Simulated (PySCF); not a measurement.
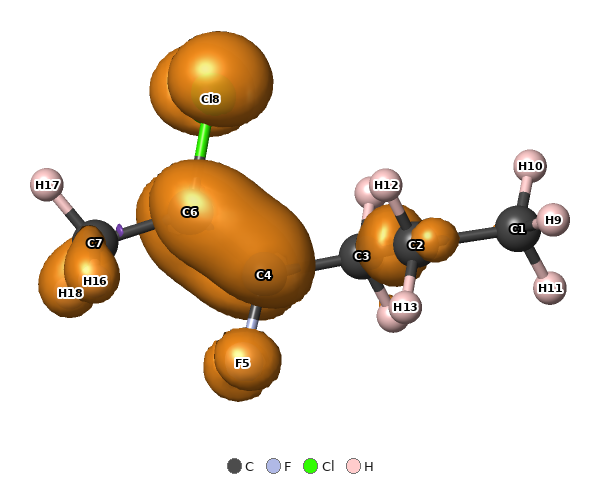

C6H10ClF (SMILES CCC[C+](F)[C](C)Cl) (charge +1, doublet). Isosurfaces of the spin density (α minus β) at +0.02 (orange) and −0.02 e/Å³ (purple), seen across its widest extent.

Geometry: GFN2-xTB.

Theory: UKS B3LYP, pcH-1 on C Cl F H, non-relativistic, mean-field spin-orbit, GIAO in PySCF.

```yaml
atoms:
  - { symbol: C, position_ang: [-2.8725, 0.5368, -0.1545] }
  - { symbol: C, position_ang: [-1.3914, 0.6187, -0.4356] }
  - { symbol: C, position_ang: [-0.6779, -0.6863, 0.0861] }
  - { symbol: C, position_ang: [0.7418, -0.6244, -0.2342] }
  - { symbol: F, position_ang: [1.0692, -0.9717, -1.4683] }
  - { symbol: C, position_ang: [1.7897, -0.1704, 0.5583] }
  - { symbol: C, position_ang: [3.1735, -0.1328, 0.0563] }
  - { symbol: Cl, position_ang: [1.4662, 0.3353, 2.1345] }
  - { symbol: H, position_ang: [-3.3387, 1.4574, -0.5122] }
  - { symbol: H, position_ang: [-3.0804, 0.4531, 0.9093] }
  - { symbol: H, position_ang: [-3.3413, -0.2914, -0.6795] }
  - { symbol: H, position_ang: [-0.9498, 1.4739, 0.0768] }
  - { symbol: H, position_ang: [-1.2084, 0.7074, -1.5064] }
  - { symbol: H, position_ang: [-1.1393, -1.5246, -0.4402] }
  - { symbol: H, position_ang: [-0.8463, -0.7650, 1.1583] }
  - { symbol: H, position_ang: [3.2262, 0.4396, -0.8746] }
  - { symbol: H, position_ang: [3.8584, 0.2897, 0.7853] }
  - { symbol: H, position_ang: [3.5123, -1.1390, -0.2110] }
```

Q: Describe the spin distribution.

A: The unpaired spin (1 electron) lies mostly on C6 (about 0.3), C4 (about 0.3), Cl8 (about 0.2) and F5 (about 0.1), in electrons by Hirshfeld's partition.
